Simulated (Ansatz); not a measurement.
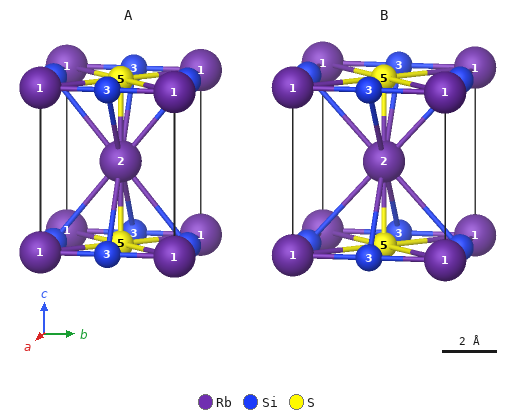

Two geometries of solid Rb$_{2}$Si$_{2}$S (a generated structure, set up in P4/mmm) (coarse preliminary run), drawn at one scale. One is the start of a relaxation, the other its converged end. Style: ball-and-stick. Shown: the cell of the calculation, slightly off an axis.

Method: DFT PBE, scalar-relativistic, plane waves, PAW in Ansatz 0.2.0. Set-up: plane-wave cutoff 420 eV; k-point mesh 4 × 4 × 4; occupations gaussian; smearing width 0.1 eV; no spin polarisation; cell and atoms relaxed; force threshold 0.04 eV/Å; at most 70 steps.

**Which one is relaxed?**

Structure B is the relaxed one. The atoms keep their places relative to the cell (all moves are under 0.005 Å). Cell: a = b 5.119 → 5.818 Å (+13.7 %), c 6.253 → 6.372 Å (+1.9 %). Volume +31.7 %. Near-neighbour distances that change, for instance: Rb–S 3.620 → 4.114 Å, Rb–Si 2.559 → 2.909 Å, S–Si 2.559 → 2.909 Å, Rb–Si 4.040 → 4.314 Å. The space group stays P4/mmm (No. 123). Over 3 accepted moves (4 points after the start) the energy falls by 1.295 eV per cell of the calculation. All forces vanish by symmetry, so only the cell relaxes. The pressure goes from 7.06 to 0.19 GPa. At 1 point the geometry stayed and the basis and grid were re-selected for the new cell (energy shift of 7.9 meV per cell of the calculation at most each time).
